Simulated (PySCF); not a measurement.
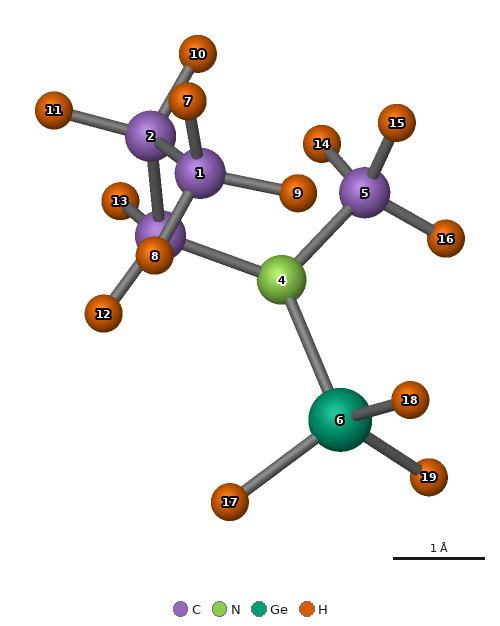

Fig. 1: The structure as given in the input (ball-and-stick view, seen at a tilt; atoms are numbered from 1 in the order of the input). Sticks mark near contacts. Bond lengths as drawn: C–C 1.52 to 1.53 Å, C–H 1.10 to 1.11 Å, C–N 1.44 Å, Ge–H 1.54 to 1.55 Å and Ge–N 1.83 Å.

# C4H13GeN: excited-state calculation

- system: C4H13GeN, SMILES CCC[N](C)[GeH3]
- method: TDDFT CAM-B3LYP/def2-SVPD, vertical, gas phase, core orbitals frozen in the response (PySCF 2.14.0)

The geometry comes from this level: PBE0-D3(BJ)/def2-SVP. It belongs to a series of runs on one base structure; here: H on C replaced by C2H5.

The program's output
```
coarse grid: 65392 points
cycle   1  E = -2291.5379873264  dE = -2.202e-01  |g| = 5.057e-01  |ddm| = 6.326e+00
cycle   2  E = -2291.5362197911  dE =  1.768e-03  |g| = 5.449e-01  |ddm| = 1.466e+00
cycle   3  E = -2291.5808434911  dE = -4.462e-02  |g| = 5.994e-02  |ddm| = 8.109e-01
cycle   4  E = -2291.5814253585  dE = -5.819e-04  |g| = 3.509e-02  |ddm| = 1.087e-01
cycle   5  E = -2291.5816650212  dE = -2.397e-04  |g| = 3.217e-03  |ddm| = 5.076e-02
cycle   6  E = -2291.5816673995  dE = -2.378e-06  |g| = 7.647e-04  |ddm| = 9.409e-03
final grid: 138704 points
cycle   7  E = -2291.5816479304  dE = -1.503e-07  |g| = 6.298e-04  |ddm| = 9.824e-03
cycle   8  E = -2291.5816479495  dE = -1.909e-08  |g| = 5.894e-04  |ddm| = 2.300e-03
cycle   9  E = -2291.5816480234  dE = -7.389e-08  |g| = 3.714e-05  |ddm| = 8.454e-04
cycle  10  E = -2291.5816480239  dE = -4.484e-10  |g| = 1.465e-05  |ddm| = 1.288e-04
```

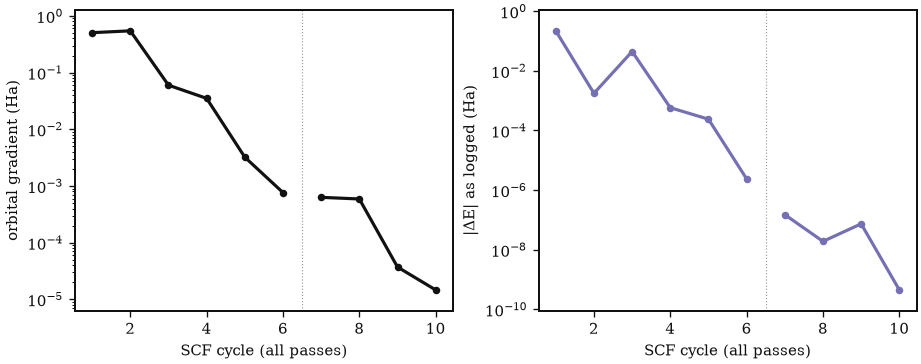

Fig. 2: Convergence of the self-consistent field: orbital gradient and size of the energy change against the SCF cycle. The dotted line marks the change from a coarse to the final integration grid. The first 6 cycles use a coarse grid, the final grid takes over at cycle 7, and the field converges after 10 cycles in all.

```
converged SCF energy = -2291.5816480239

Static polarisability (au): isotropic 89.379, principal 81.955 89.145 97.038

Singlet excitations
state   eV       nm        f      main configurations
  1   5.5089    225.1   0.00483   H->L 0.52, H->L+1 0.39
  2   5.8882    210.6   0.03934   H->L+1 0.44, H->L 0.44
  3   6.5137    190.3   0.00387   H->L+3 0.45, H->L+2 0.35
  4   6.5504    189.3   0.00731   H->L+2 0.37, H->L+6 0.34, H->L+3 0.10
  5   6.7509    183.7   0.04493   H->L+4 0.56, H->L+5 0.21, H->L+3 0.11
  6   6.9856    177.5   0.01540   H->L+5 0.52, H->L+4 0.20, H->L+6 0.15
  7   7.0874    174.9   0.01348   H->L+6 0.40, H->L+3 0.20, H->L+5 0.20
  8   7.6760    161.5   0.00285   H->L+8 0.77
  9   7.7400    160.2   0.00546   H->L+7 0.82
 10   8.1357    152.4   0.05631   H->L+10 0.83

Triplet excitations (Tamm-Dancoff, eV): 5.2929 5.5690 6.3218 6.4243
Vertical ionisation energy (delta-SCF) = 7.9140 eV
```

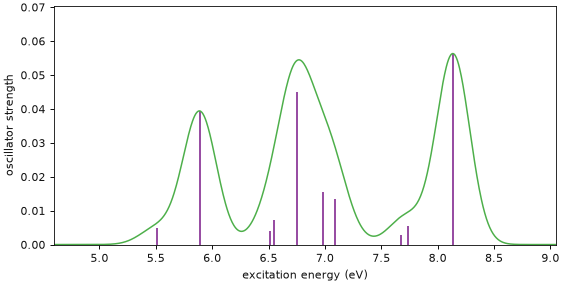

Fig. 3: Computed excitations as sticks (degenerate states added up, dark ones marked on the axis), with a Gaussian envelope of 0.35 eV full width at half maximum, scaled to the tallest. Of the 10 states the lowest lies at 5.51 eV (f = 0.005); the strongest line is at 8.14 eV, or 152 nm (f = 0.056).

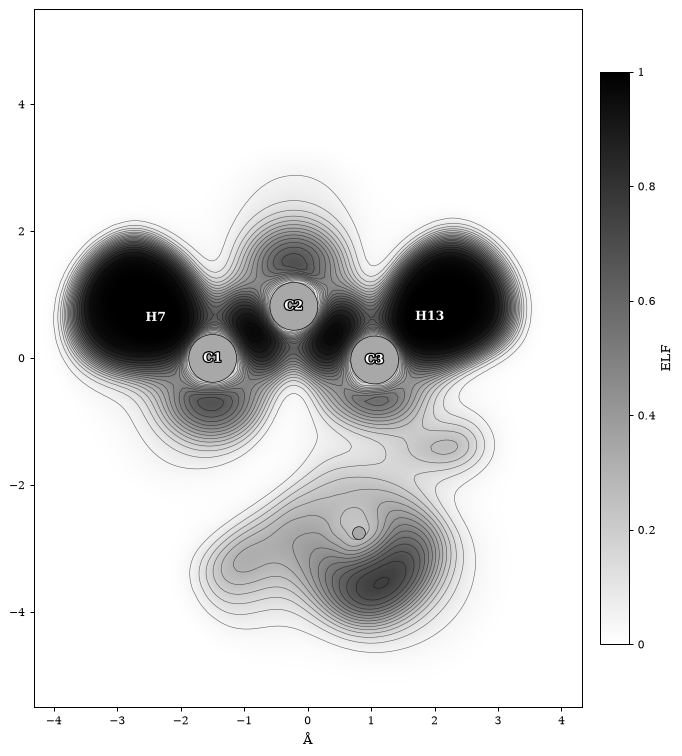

Fig. 4: Electron localisation function on the plane of atoms C2, C1 and H7. Grey discs, where drawn, cover atomic cores. Atoms in the plane: C and H.

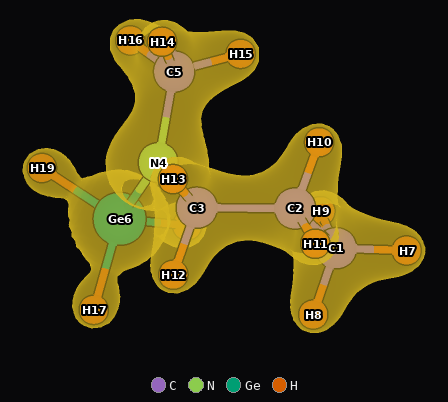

Fig. 5: Isosurface of the total electron density at 0.8 e/Å³ (yellow), seen at an oblique angle. At this value the surface is in one piece. On the grid the lowest density along these lines, outside the cores, is 1.9 e/Å³ (C–N, 1.44 Å), 1.7 e/Å³ (C–C, 1.52 Å), 0.95 e/Å³ (Ge–N, 1.83 Å) and 1.8 e/Å³ (C–H, 1.10 Å).

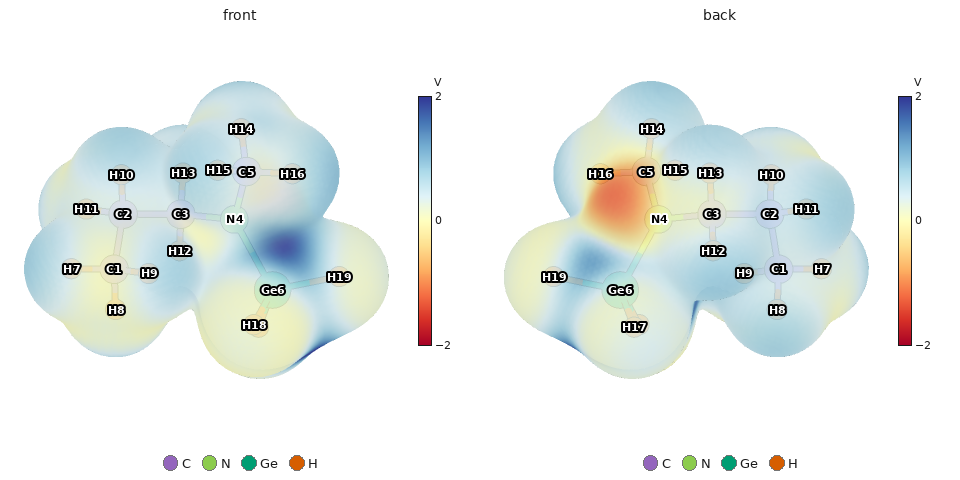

Fig. 6: The molecular electrostatic potential painted on the density surface at 0.004 e/bohr³, seen face on and from behind; the colour scale runs from red (negative) to blue (positive). A positive charge is drawn to the negative regions and a negative charge to the positive ones. Its dipole moment is 0.55 D.

The run was set up as follows.

Input file
```
{"job": {"kind": "uv", "xc": "CAM-B3LYP", "basis": "def2-SVPD", "ip": true}, "charge": 0, "multiplicity": 1}
C      2.040070     0.209429     0.026865
C      1.272265    -1.100825    -0.017998
C     -0.102391    -0.985578    -0.680484
N     -1.018259    -0.045433    -0.077890
C     -1.430678    -0.343963     1.267132
Ge    -1.257380     1.643227    -0.746033
H      3.041311     0.078819     0.464858
H      2.172374     0.631440    -0.983359
H      1.511078     0.963227     0.630192
H      1.154664    -1.498175     1.005251
H      1.851504    -1.863096    -0.567240
H      0.034286    -0.708373    -1.740318
H     -0.573737    -1.989902    -0.686524
H     -1.745121    -1.401849     1.348808
H     -0.647567    -0.178060     2.036194
H     -2.298886     0.272680     1.551561
H     -0.959077     1.567453    -2.253471
H     -0.341583     2.714220    -0.097079
H     -2.721639     2.045821    -0.472592
```

The first line tells a small driver script what to run in PySCF; the rest is the geometry in Å.

Run as:
```bash
OMP_NUM_THREADS=1 python <driver script> task.json out
```

Results in brief

```json
{"quantity": "outcome", "value": "converged"}
{"quantity": "total energy", "value": "−2291.581648 hartree"}
{"quantity": "HOMO", "value": "−7.38 eV"}
{"quantity": "LUMO", "value": "1.01 eV"}
{"quantity": "dipole moment", "value": "0.55 D"}
{"quantity": "mean polarisability", "value": "89.38 a.u."}
{"quantity": "vertical ionisation energy", "value": "7.91 eV"}
{"quantity": "lowest singlet excitation", "value": "5.51 eV"}
{"quantity": "hardware", "value": "1 CPU thread, shared host"}
{"quantity": "wall time", "value": "2.4 min"}
{"quantity": "peak memory", "value": "1.5 GiB"}
```

Notes

Spin–orbit coupling is left out, which matters for the heavy atoms.
